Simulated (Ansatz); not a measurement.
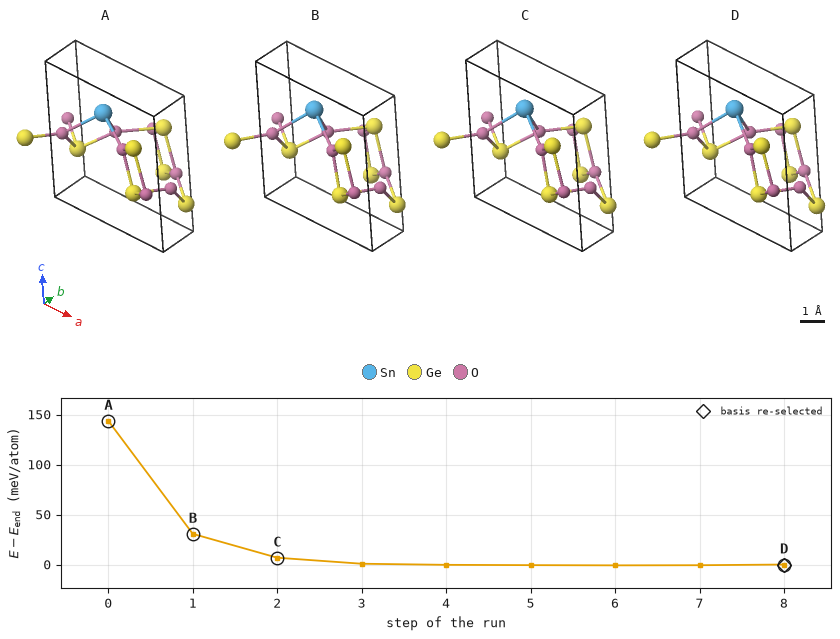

Frames of a relaxation of a crystal of SnGe$_{3}$O$_{4}$ (a generated structure, set up in P1) (coarse preliminary run), marked on the history of the run. The picture is a ball-and-stick view of the cell of the calculation, seen slightly off an axis.

Computed with DFT PBE, scalar-relativistic, plane waves, PAW (Ansatz). (plane-wave cutoff 420 eV; k-point mesh 4 × 4 × 4; occupations gaussian; smearing width 0.1 eV; no spin polarisation; cell and atoms relaxed; force threshold 0.025 eV/Å; at most 60 steps)

Question: Describe the path.

Answer: A Ge atom moves most relative to the cell: 0.20 Å roughly along [−3 0 −2]. By element the largest moves are Ge 0.20 Å, O 0.18 Å, Sn 0.17 Å. The volume changes by −2.1 %, with a 5.185 → 5.082 Å (−2.0 %), b 5.745 → 5.680 Å (−1.1 %), c 6.300 → 6.353 Å (+0.8 %), α 106.7° → 107.0°, γ 92.4° → 91.2°. Near-neighbour distances that change, for instance: Ge–O 1.732 → 1.938 Å, Ge–O 2.099 → 1.919 Å, O–Sn 1.987 → 2.160 Å, Ge–O 1.804 → 1.914 Å. Bond angles that change, for instance: O–Sn–O 104.3° → 95.0°, O–Sn–O 98.5° → 90.1°, Sn–O–Ge 130.6° → 122.4°. The space group stays P1 (No. 1). The energy falls by 144 meV per atom in 7 accepted moves (8 points after the start). Largest force component: 3.4 eV/Å at the start, 0.014 eV/Å at the end. The pressure goes from 7.17 to −0.10 GPa. At 1 point the geometry stayed and the basis and grid were re-selected for the new cell (energy shift of 0.7 meV per atom at most each time). Cost: 79 s on 4 threads of Arm Neoverse V1 (shared host), peak memory 0.61 GiB. From step 0 to 1: a Ge atom moves most (0.20 Å), volume −3.0 %, energy −113 meV per atom. From step 1 to 2: a Ge atom moves most (0.06 Å), volume +0.8 %, energy −23.9 meV per atom. From step 2 to 8: an O atom moves most (0.06 Å), volume +0.2 %, energy −6.8 meV per atom.

```csv
step,"E − E(0), meV/atom","largest force component, eV/Å","pressure, GPa","volume, Å³/atom",note
0,0.00,3.3862,7.17,20.432,
1,-112.95,1.3325,1.36,19.813,
2,-136.82,0.6175,0.07,19.962,
3,-142.84,0.2079,0.08,20.051,
4,-143.94,0.1050,0.02,20.014,
5,-144.24,0.0354,0.04,19.991,
6,-144.45,0.0287,0.09,19.916,
7,-144.31,0.0143,-0.05,20.000,
8,-143.64,0.0142,-0.10,20.000,"same geometry, new basis"
```

Limits of the set-up: layers or molecules are held without a dispersion correction, so their spacing is unreliable.
